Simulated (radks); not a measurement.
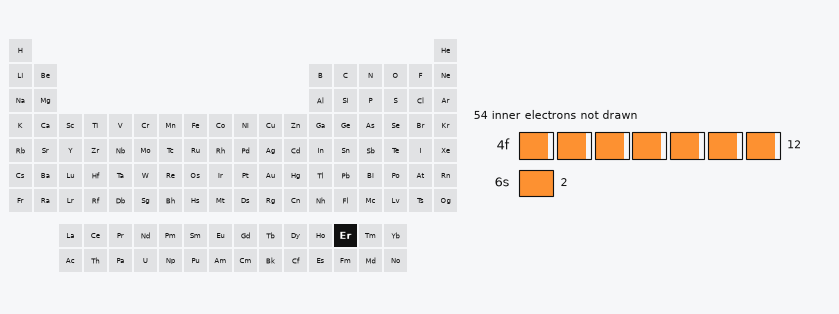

*Left, the place of erbium in the periodic table; right, the outer shells as the input fills them: a box for each of the 2l + 1 orbitals, shaded by the share of the shell that is filled, with the electron count at the right.*

# Atomic calculation, with input and output: Er

System: a free Er atom in the configuration [Xe] 4f12 6s2 (4f5/2: 6, 4f7/2: 6).
Method: Dirac Kohn-Sham, LDA (Slater exchange, Perdew-Wang correlation), spin-unpolarised, spherical densities, finite nucleus (the in-house radial solver radks).

**Input file**
```
Z 68
configuration [Kr] 4d10 4f12 5s2 5p2 5p4 6s2
relativity Dirac
functional lda,pw
spin unpolarised
j_filling energy
nucleus finite rms 5.2516 fm
c 137.035999084
```

Energies in input and log are in hartree, lengths in bohr (the nuclear radius in fm).

Hardware: 1 CPU thread, shared host.

**Log**
```
1s1/2   1   2.0000       -2103.61737202
2s1/2   1   2.0000        -353.25410921
2p1/2   1   2.0000        -336.63951271
2p3/2   1   4.0000        -302.98453582
3s1/2   1   2.0000         -79.12419069
3p1/2   1   2.0000         -71.80508360
3p3/2   1   4.0000         -64.73925589
3d3/2   1   4.0000         -52.15547189
3d5/2   1   6.0000         -50.60967041
4s1/2   1   2.0000         -15.58294681
4p1/2   1   2.0000         -12.65710935
4p3/2   1   4.0000         -11.05980143
4d3/2   1   4.0000          -6.23082494
4d5/2   1   6.0000          -5.94057138
4f5/2   1   6.0000          -0.14362355
4f7/2   1   6.0000          -0.10378841
5s1/2   1   2.0000          -1.90715087
5p1/2   1   2.0000          -1.11626573
5p3/2   1   4.0000          -0.91780715
6s1/2   1   2.0000          -0.14649926
Etot -13090.132994982598
Ekin 14441.253665693044
Encl -32394.39228463602
Eh 5133.918970082383
Exc -270.91334612200455
err 7.3479843853581825e-09
it 16
```

**Slater integrals of the outer shells (hartree)**

| integral | value |
| --- | --- |
| F0(4f7/2,4f7/2) | 1.1352 |
| F2(4f7/2,4f7/2) | 0.5204 |
| F4(4f7/2,4f7/2) | 0.3232 |
| F6(4f7/2,4f7/2) | 0.2316 |
| F0(4f7/2,4f5/2) | 1.1485 |
| F2(4f7/2,4f5/2) | 0.5276 |
| F4(4f7/2,4f5/2) | 0.3278 |
| F6(4f7/2,4f5/2) | 0.2350 |

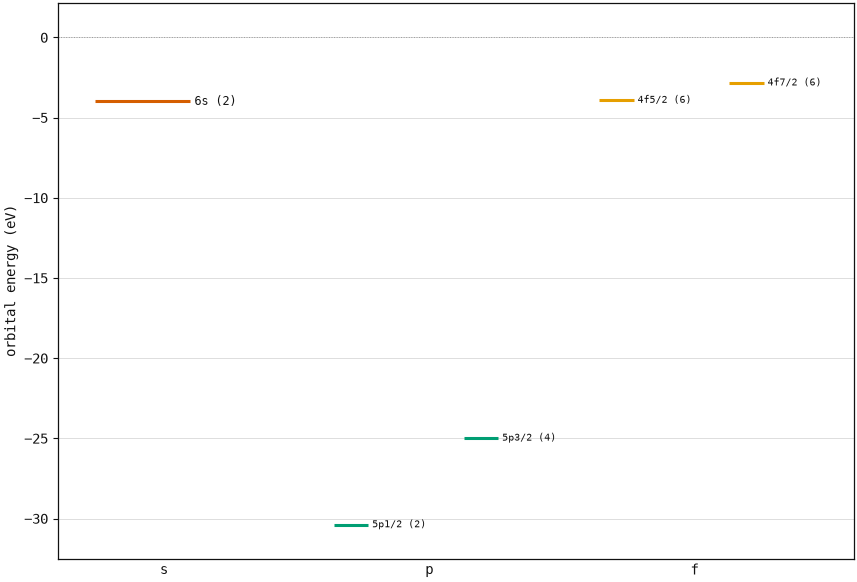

*The outer levels are drawn by angular momentum (occupations in brackets, the lower j at the left of each column).*

The highest occupied level is 4f7/2 at −2.82 eV. From the top down the occupied levels run 4f7/2 (−2.82 eV), 4f5/2 (−3.91 eV), 6s (−3.99 eV), 5p3/2 (−25.0 eV), 5p1/2 (−30.4 eV). Spin-orbit splittings: 4f 1.08 eV, 5p 5.40 eV.

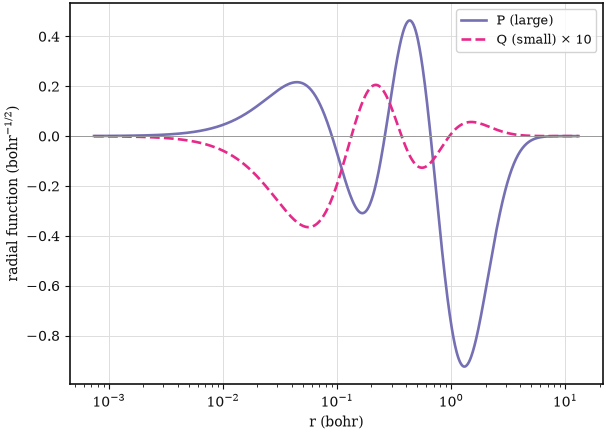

*The large and small radial components of the 5p3/2 spinor.*

The spinor has κ = −2: the large component has l = 1 and 3 radial nodes (r = 0.0900, 0.262 and 0.660 bohr), the small one has l = 2. The small component carries 0.020 % of the norm; ⟨r⟩ = 1.54 bohr and the eigenvalue is −25.0 eV.

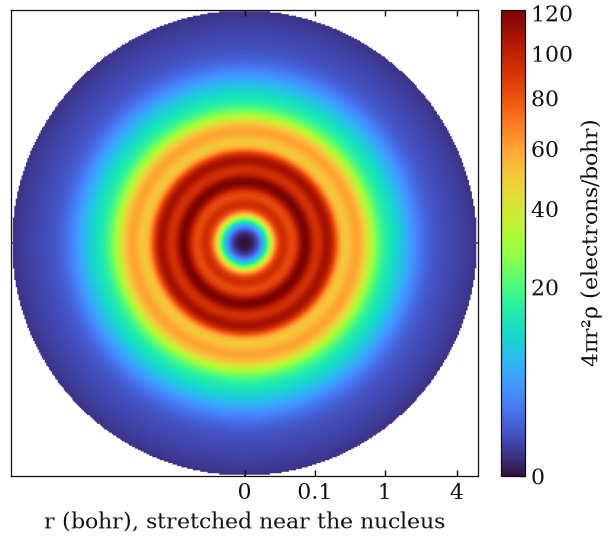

*The radial density 4πr²ρ as a disc about the nucleus, with the radius drawn as r to the power 0.3.*

There are 4 maxima, at r = 0.0141, 0.0628, 0.175 and 0.475 bohr, parted by minima at 0.0273, 0.114 and 0.337 bohr, inside which lie 2.0, 11.2 and 29.6 electrons. The configuration has 6 principal shells, so not every shell has a maximum of its own.

**Summary**

- outcome: converged
- total energy: −13090.1330 hartree
- kinetic energy: 14441.2537 hartree
- electron–nucleus energy: −32394.3923 hartree
- Hartree energy: 5133.9190 hartree
- exchange–correlation energy: −270.913346 hartree
- radius at density 0.001 e/bohr³: 5.08 bohr
- SCF iterations: 16
